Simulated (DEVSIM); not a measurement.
Structure: abrupt In0.53Ga0.47As n-p junction, at 300 K.

```tsv
layer (left to right)	material	thickness (μm)	Nd (cm⁻³)	Na (cm⁻³)	τn (s)	τp (s)
1	In0.53Ga0.47As	16.0	1.6e15	-	9.2e-9	9.2e-9
2	In0.53Ga0.47As	2.40	-	1.1e16	9.2e-9	9.2e-9
```

Left contact: ohmic. Right contact: ohmic. Voltage is applied to the left contact. Recombination: SRH at mid-gap, Auger. Mobility is μmin + (μ − μmin)/(1 + (N/Nref)^α).

The device is made up for the run: typed textbook-type constants, with dimensions and the other settings drawn at random. Values at 300 K.

| parameter | In0.53Ga0.47As |
|---|---|
| gap (eV) | 0.74 |
| affinity (eV) | 4.51 |
| permittivity | 13.9 |
| Nc (cm⁻³) | 2.1e17 |
| Nv (cm⁻³) | 7.7e18 |
| μn (cm²/Vs) | 12000 |
| μp (cm²/Vs) | 300 |
| μn,min | 300 |
| μp,min | 10 |
| Nref,n | 1.3e17 |
| Nref,p | 4.9e17 |
| αn | 0.48 |
| αp | 0.4 |
| Cn (cm⁶/s) | 5e-29 |
| Cp (cm⁶/s) | 5e-29 |

DEVSIM, 1D drift-diffusion, Boltzmann statistics, complete ionisation; no tunnelling, impact ionisation, image-force lowering or self-heating.

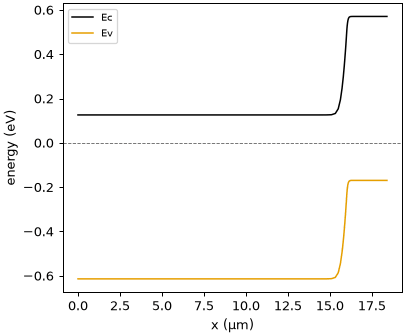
Band edges at zero bias

Energies count from the Fermi level of the right contact; mesh points crowd at the junctions.

| x (μm) | Ec (eV) | Ev (eV) | n (cm⁻³) | p (cm⁻³) | field (V/cm) |
|---|---|---|---|---|---|
| 0.000 | 0.126 | -0.614 | 1.6e15 | 3.7e8 | ≈ 0 |
| 0.03251 | 0.126 | -0.614 | 1.6e15 | 3.7e8 | ≈ 0 |
| 0.1089 | 0.126 | -0.614 | 1.6e15 | 3.7e8 | ≈ 0 |
| 0.2886 | 0.126 | -0.614 | 1.6e15 | 3.7e8 | ≈ 0 |
| 0.9530 | 0.126 | -0.614 | 1.6e15 | 3.7e8 | ≈ 0 |
| 2.273 | 0.126 | -0.614 | 1.6e15 | 3.7e8 | ≈ 0 |
| 5.375 | 0.126 | -0.614 | 1.6e15 | 3.7e8 | ≈ 0 |
| 12.17 | 0.126 | -0.614 | 1.6e15 | 3.7e8 | ≈ 0 |
| 14.38 | 0.126 | -0.614 | 1.6e15 | 3.7e8 | ≈ 0 |
| 15.33 | 0.133 | -0.607 | 1.2e15 | 4.8e8 | 580 |
| 15.73 | 0.246 | -0.494 | 1.5e13 | 3.9e10 | 6300 |
| 15.93 | 0.411 | -0.329 | 2.6e10 | 2.3e13 | 10000 |
| 15.98 | 0.474 | -0.266 | 2.3e9 | 2.6e14 | 12000 |
| 16.01 | 0.504 | -0.236 | 7.0e8 | 8.5e14 | 11000 |
| 16.07 | 0.552 | -0.188 | 1.1e8 | 5.4e15 | 3900 |
| 16.21 | 0.570 | -0.170 | 5.6e7 | 1.1e16 | 230 |
| 16.51 | 0.571 | -0.169 | 5.4e7 | 1.1e16 | ≈ 0 |
| 17.20 | 0.571 | -0.169 | 5.4e7 | 1.1e16 | ≈ 0 |
| 18.02 | 0.571 | -0.169 | 5.4e7 | 1.1e16 | ≈ 0 |
| 18.25 | 0.571 | -0.169 | 5.4e7 | 1.1e16 | ≈ 0 |
| 18.35 | 0.571 | -0.169 | 5.4e7 | 1.1e16 | ≈ 0 |
| 18.40 | 0.571 | -0.169 | 5.4e7 | 1.1e16 | ≈ 0 |
